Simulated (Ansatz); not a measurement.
**BSi+ (triplet): correlated methods under varied settings at distance Si1–B2 = 4.516 Å**

What do other methods and options give for BSi+ (triplet) at this geometry, and how long do they take?

Program: Ansatz 0.2.0, Gaussian basis. Level of theory: the settings change from run to run. These are calculated values, not measurements.

17 further runs of the same task are left out: 1 for a known fault of the program, 13 that didn't finish, 3 set aside as unsound or not needed.

### Step 1. What is computed

The geometry derives from a PBE0/def2-TZVP stationary point (not a proven minimum). One bond is set to the value named and the two fragments are kept rigid.

2 atoms, charge 1, spin multiplicity 3.

Atoms are counted from 1 here; the program's logs count them from 0.

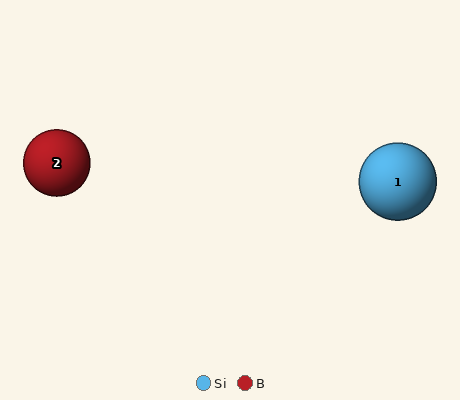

The geometry (silicon blue, boron red); atoms are numbered from 1 in the order of the file.

Geometry (Å):

```
Si    0.0000    0.0000    0.0000
B     0.0000    0.0000    4.5160
```

### Step 2. CISD/pcseg-2

The input, in.yaml:

```yaml
crystal:
  periodic: [false, false, false]
  atoms:
    - {symbol: Si, position_ang: [0.000000, 0.000000, 0.000000]}
    - {symbol: B, position_ang: [0.000000, 0.000000, 4.516000]}
basis:
  gaussian: {orbitals: pcseg-2}
total_charge: 1
magnetization: {spin_polarized: false, initial_magnetization: 2}
correlation: {active_space: {ras: {orbitals: [2, 2, 54], electrons: 6, max_holes: 2, max_particles: 2}, fixed_orbitals: true}}
accuracy: high
scf: {lower_state_search: off}
```

Run with:

```sh
ansatz run in.yaml --threads 1 --pin off --events-out ev --progress --plain --max-ram 2393MiB
```

Output:

```text
Functional definition: HF
  name "HF"
  cite "Fock, Z. Phys. 61, 126 (1930) doi:10.1007/BF01340294"
  parent pbe
  exchange = exact_x
  correlation = 0
these checks for a lower state are left out or cut short: stability, starts, cluster_reference, orbital_swaps, neighbouring_geometries, increment
748 factors; integrals over basis functions are off by at most 4.8e-9 eV
mean field evaluation 1: about -8519.3957 eV, gradient 6.1e0 eV
mean field evaluation 2: about -8519.3975 eV, gradient 6.1e0 eV
mean field evaluation 4: about -8519.3261 eV, gradient 5.4e0 eV
mean field evaluation 8: about -8519.4865 eV, gradient 7.7e-1 eV
mean field evaluation 16: about -8519.8456 eV, gradient 6.9e-1 eV
mean field -8519.87422315 eV, -313.0996027225 hartree, gradient 4.3e-8 eV, S^2 2.000000; 0 other end points of the search recorded, 0 dependent functions left out
reference -8519.87422315 eV, -313.0996027225 hartree; 10, 8 occupied and 54, 56 virtual orbitals, 748 factors
state -8523.14131430 eV, -313.2196661077 hartree
Total energy: -8523.14131430 eV, -313.2196661077 hartree
Checks for a lower state left out: stability, starts, cluster_reference, orbital_swaps, neighbouring_geometries, increment
```

It took 2.1 s on 1 thread of Arm Neoverse V1, shared host.

From the report: 31,000 determinants.

### Step 3. HF/cc-pVDZ

The input, in.yaml:

```yaml
crystal:
  periodic: [false, false, false]
  atoms:
    - {symbol: Si, position_ang: [0.000000, 0.000000, 0.000000]}
    - {symbol: B, position_ang: [0.000000, 0.000000, 4.516000]}
basis:
  gaussian: {orbitals: cc-pVDZ}
total_charge: 1
magnetization: {spin_polarized: false, initial_magnetization: 2}
hamiltonian: {xc: hf}
output: {orbitals: {seedname: orbitals}}
```

Launched as before.

Output, cut to the lines that bear on the results:

```text
Functional definition: HF
  name "HF"
  cite "Fock, Z. Phys. 61, 126 (1930) doi:10.1007/BF01340294"
  parent pbe
[...]
318 factors; integrals over basis functions are off by at most 2.9e-4 eV
[...]
mean field -8519.94617236 eV, -313.1022468074 hartree, gradient 2.5e-6 eV, S^2 2.000000; 8 other end points of the search recorded, 0 dependent functions left out
reference -8519.94617236 eV, -313.1022468074 hartree; 10, 8 occupied and 22, 24 virtual orbitals, 318 factors
Total energy: -8519.94617236 eV, -313.1022468074 hartree
```

Wall time 0.6 s (1 thread of Arm Neoverse V1, shared host).

### Step 4. CCSD on UHF/cc-pVDZ

Changes to in.yaml since step 3:

```diff
@@ -8,4 +8,3 @@
 total_charge: 1
-magnetization: {spin_polarized: false, initial_magnetization: 2}
-hamiltonian: {xc: hf}
-output: {orbitals: {seedname: orbitals}}
+magnetization: {spin_polarized: true, initial_magnetization: 2}
+correlation: {method: ccsd, electrons: all}
```

Launched as before.

Output, cut to the lines that bear on the results:

```text
Functional definition: HF
  name "HF"
  cite "Fock, Z. Phys. 61, 126 (1930) doi:10.1007/BF01340294"
  parent pbe
[...]
318 factors; integrals over basis functions are off by at most 2.9e-4 eV
[...]
mean field -8520.13149437 eV, -313.1090572654 hartree, gradient 2.2e-6 eV, S^2 2.020057; 29 other end points of the search recorded, 0 dependent functions left out
determinant -8520.13149437 eV, -313.1090572654 hartree, with singles and doubles -8523.46630664 eV, -313.2316093562 hartree
determinant -8519.95842510 eV, -313.1026970870 hartree, with singles and doubles -8523.16701996 eV, -313.2206107735 hartree
determinant -8519.86701249 eV, -313.0993377358 hartree, with singles and doubles -8523.07782512 eV, -313.2173329236 hartree
determinant -8519.86356517 eV, -313.0992110489 hartree, with singles and doubles -8523.08145880 eV, -313.2174664586 hartree
[...]
determinant -8520.13149437 eV, -313.1090572654 hartree, with singles and doubles -8523.46970169 eV, -313.2317341218 hartree
determinant -8519.95842510 eV, -313.1026970870 hartree, with singles and doubles -8523.16662586 eV, -313.2205962905 hartree
determinant -8519.86701249 eV, -313.0993377358 hartree, with singles and doubles -8523.07719237 eV, -313.2173096702 hartree
determinant -8519.86356517 eV, -313.0992110489 hartree, with singles and doubles -8523.09369419 eV, -313.2179161012 hartree
determinant -8519.85786361 eV, -313.0990015206 hartree, with singles and doubles -8523.06144546 eV, -313.2167309819 hartree
determinant -8519.39242494 eV, -313.0818969650 hartree, with singles and doubles -8522.95125426 eV, -313.2126815302 hartree
reference -8520.13149437 eV, -313.1090572654 hartree; 10, 8 occupied and 22, 24 virtual orbitals, 318 factors
second order -2.18419475 eV of doubles, -0.00000000 eV of singles
cycle   1  -3.33820382 eV  change    3.5e-6 eV  update   2.7e-6
Total energy: -8523.46969818 eV, -313.2317339930 hartree
```

Run time: 11 s. Hardware: 1 thread of Arm Neoverse V1, shared host.

From the report: ⟨S²⟩ of the determinant 2.020 (pure triplet: 2.00); correlation -3.3382 eV; T1 0.048; largest double amplitude 0.13.

### Step 5. CCSDT(Q)/cc-pVDZ

Changes to in.yaml since step 4:

```diff
@@ -9,2 +9,3 @@
 magnetization: {spin_polarized: true, initial_magnetization: 2}
-correlation: {method: ccsd, electrons: all}
+hamiltonian: {xc: {name: B3LYP}}
+correlation: {method: ccsdt_q, electrons: valence}
```

Launched as before.

Output, cut to the lines that bear on the results:

```text
Functional definition: B3LYP
  name "B3LYP"
  cite "Stephens, Devlin, Chabalowski & Frisch, J. Phys. Chem. 98, 11623 (1994) doi:10.1021/j100096a001"
  cite "Becke, Phys. Rev. A 38, 3098 (1988) doi:10.1103/PhysRevA.38.3098"
  cite "Lee, Yang & Parr, Phys. Rev. B 37, 785 (1988) doi:10.1103/PhysRevB.37.785"
  cite "Vosko, Wilk & Nusair, Can. J. Phys. 58, 1200 (1980) doi:10.1139/p80-159"
[...]
550 factors; integrals over basis functions are off by at most 1.5e-7 eV
[...]
mean field -8538.64391547 eV, -313.7893761929 hartree, gradient 2.1e-6 eV, S^2 2.004575; 15 other end points of the search recorded, 0 dependent functions left out
6 core orbitals not correlated: weight in the atoms' cores, before any rotation towards them, 1.000 or more for the frozen orbitals, at most 0.000 for the correlated occupied ones
reference -8519.77532023 eV, -313.0959681074 hartree; 4, 2 occupied and 22, 24 virtual orbitals, 550 factors
second order -2.26962037 eV of doubles, -0.13432981 eV of singles
cycle   1  -2.58901466 eV  change   -8.3e-1 eV  update   9.4e-2
[...]
cycle  32  -3.59072418 eV  change    1.5e-8 eV  update   9.2e-8
perturbative correction -0.00256151 eV, -0.0000941337 hartree
WARN: these amplitudes may be one of several solutions (largest doubles amplitude 0.13, level shift 7.17 eV)
Total energy: -8523.36860592 eV, -313.2280189207 hartree
```

Wall time 16 s (1 thread of Arm Neoverse V1, shared host).

From the report: ⟨S²⟩ of the determinant 2.005 (pure triplet: 2.00); correlation -3.5933 eV; T1 0.030; largest double amplitude 0.13. The orbitals are Kohn-Sham ones, so correlation energy and T1 don't compare with those on Hartree-Fock orbitals. The report flags that the cluster equations may have other roots.

### Step 6. CCSDT(Q)/6-31++G**

The input, in.yaml:

```yaml
crystal:
  periodic: [false, false, false]
  atoms:
    - {symbol: Si, position_ang: [0.000000, 0.000000, 0.000000]}
    - {symbol: B, position_ang: [0.000000, 0.000000, 4.516000]}
basis:
  gaussian: {orbitals: "6-31++G**"}
total_charge: 1
magnetization: {spin_polarized: false, initial_magnetization: 2}
hamiltonian: {xc: {name: PBE0}}
correlation: {method: ccsdt_q, electrons: valence}
scf: {lower_state_search: light}
```

The command is unchanged.

Output, cut to the lines that bear on the results:

```text
Functional definition: PBE0
  name "PBE0"
  cite "Adamo & Barone, J. Chem. Phys. 110, 6158 (1999) doi:10.1063/1.478522"
  cite "Perdew, Burke & Ernzerhof, Phys. Rev. Lett. 77, 3865 (1996) doi:10.1103/PhysRevLett.77.3865"
  parent pbe
[...]
602 factors; integrals over basis functions are off by at most 2.3e-7 eV
[...]
mean field -8532.94240977 eV, -313.5798497228 hartree, gradient 8.3e-6 eV, S^2 2.000000; 12 other end points of the search recorded, 0 dependent functions left out
[...]
6 core orbitals not correlated: weight in the atoms' cores, before any rotation towards them, 1.000 or more for the frozen orbitals, at most 0.000 for the correlated occupied ones
reference -8519.14476405 eV, -313.0727955952 hartree; 4, 2 occupied and 32, 34 virtual orbitals, 602 factors
second order -2.26699106 eV of doubles, -0.15499421 eV of singles
cycle   1  -2.58315323 eV  change   -7.8e-1 eV  update   8.9e-2
[...]
cycle  34  -3.53081911 eV  change    2.7e-8 eV  update   1.3e-7
perturbative correction -0.00205050 eV, -0.0000753545 hartree
WARN: these amplitudes may be one of several solutions (largest doubles amplitude 0.12, level shift 7.37 eV)
Total energy: -8522.67763366 eV, -313.2026261586 hartree
```

It took 25 s on 1 thread of Arm Neoverse V1, shared host.

From the report: correlation -3.5329 eV; T1 0.036; largest double amplitude 0.12. The orbitals are Kohn-Sham ones, so correlation energy and T1 don't compare with those on Hartree-Fock orbitals. The report flags that the cluster equations may have other roots.

### Step 7. CASSCF(6,7)/def2-SVPD

The input, in.yaml:

```yaml
crystal:
  periodic: [false, false, false]
  atoms:
    - {symbol: Si, position_ang: [0.000000, 0.000000, 0.000000]}
    - {symbol: B, position_ang: [0.000000, 0.000000, 4.516000]}
basis:
  gaussian: {orbitals: def2-SVPD}
total_charge: 1
magnetization: {spin_polarized: false, initial_magnetization: 2}
correlation: {active_space: {window: {electrons: 6, orbitals: 7}}}
output: {forces: true}
```

The command is unchanged.

Output, cut to the lines that bear on the results:

```text
Functional definition: HF
  name "HF"
  cite "Fock, Z. Phys. 61, 126 (1930) doi:10.1007/BF01340294"
  parent pbe
[...]
429 factors; integrals over basis functions are off by at most 4.4e-4 eV
[...]
mean field -8516.55104711 eV, -312.9774782555 hartree, gradient 4.1e-6 eV, S^2 2.000000; 18 other end points of the search recorded, 0 dependent functions left out
reference -8516.55104711 eV, -312.9774782555 hartree; 10, 8 occupied and 34, 36 virtual orbitals, 429 factors
state -8517.90850263 eV, -313.0273638260 hartree
[...]
Total energy: -8517.90850263 eV, -313.0273638260 hartree
Atom 0 at     0.000000     0.000000     0.000000 Å, force    -0.000000    -0.000000     0.390628 eV/Å
Atom 1 at     0.000000     0.000000     4.516000 Å, force     0.000000     0.000000    -0.390628 eV/Å
Dipole moment:    -0.000967    -0.010310    -0.185049 e Å
```

Wall time 43 s (1 thread of Arm Neoverse V1, shared host).

From the report: 1,225 determinants; active occupations 1.96, 1.88, 1.00, 1.00, 0.06, 0.06, 0.04.

### Step 8. All runs side by side

Where basis and cores are those of an earlier FCI/cc-pVDZ run (-8523.4205 eV), and the state is the same kind, the miss against it is given. † marks a result that the program doubts.

```
                                  level         correlated  functions  energy (eV)  from FCI (meV)   time
                           CISD/pcseg-2  outside noble gas         64   -8523.1413                  2.1 s
                             HF/cc-pVDZ                            32   -8519.9462          3474.3  0.6 s
                    CCSD on UHF/cc-pVDZ                all         32   -8523.4697                   11 s
 CCSDT(Q)/cc-pVDZ (on B3LYP orbitals) †            valence         32   -8523.3686            51.9   16 s
CCSDT(Q)/6-31++G** (on PBE0 orbitals) †            valence         42   -8522.6776                   25 s
                  CASSCF(6,7)/def2-SVPD                            44   -8517.9085                   43 s
```

### Step 9. Summary of results

| quantity | value |
| --- | --- |
| runs | 6 |
| quickest | HF/cc-pVDZ, 0.6 s |
| slowest | CASSCF(6,7)/def2-SVPD, 43 s |

In words: Total energies in different bases, with other cores or another treatment of relativity can't be set against each other. CASSCF(6,7)/def2-SVPD took 71 times as long as HF/cc-pVDZ; the jobs differ in more than the method. Hartree-Fock, CASSCF and CASCI lack dynamic correlation by design. Cores frozen from Kohn-Sham orbitals shift the total energy.
